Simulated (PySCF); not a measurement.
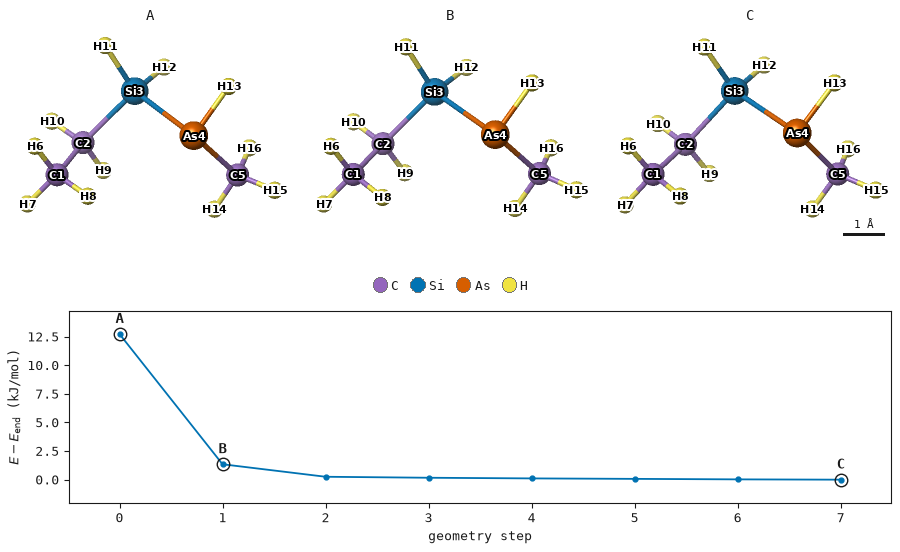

Frames of a relaxation of C₃H₁₁AsSi, marked on the history of the run. The picture is a ball-and-stick view, seen face on.

The start comes from GFN2-xTB. Its atoms were then displaced at random by about 0.01 Å.

Level of theory: PBE0-D3(BJ)/def2-SVP geometry optimisation, gas phase in PySCF 2.14.0, density-fitted response routines. 

> What happens along the run?

Over 7 geometry steps the energy falls by 12.7 kJ/mol. H8 moves most after the best rigid fit: 0.22 Å. Largest moves by element: H 0.22 Å, As 0.11 Å, C 0.10 Å, Si 0.05 Å. Near-neighbour distances that change, for instance: As4–H13 1.476 → 1.527 Å, C1–H8 1.070 → 1.102 Å, C2–H9 1.076 → 1.104 Å, As4–C5 1.960 → 1.982 Å. Among the angles between lasting bonds that change: H6–C1–H8 111.0° → 107.0°, C1–C2–Si3 110.9° → 114.7°, C2–C1–H6 108.8° → 111.5°. The run took 79 s on 1 thread of Arm Neoverse V1 (shared host). From step 0 to 1: H8 moves most (0.15 Å), energy −11.4 kJ/mol. From step 1 to 7: H9 moves most (0.14 Å), energy −1.35 kJ/mol.

```tsv
step	E − E(0), kJ/mol
0	0.00
1	-11.38
2	-12.47
3	-12.56
4	-12.62
5	-12.66
6	-12.70
7	-12.73
```
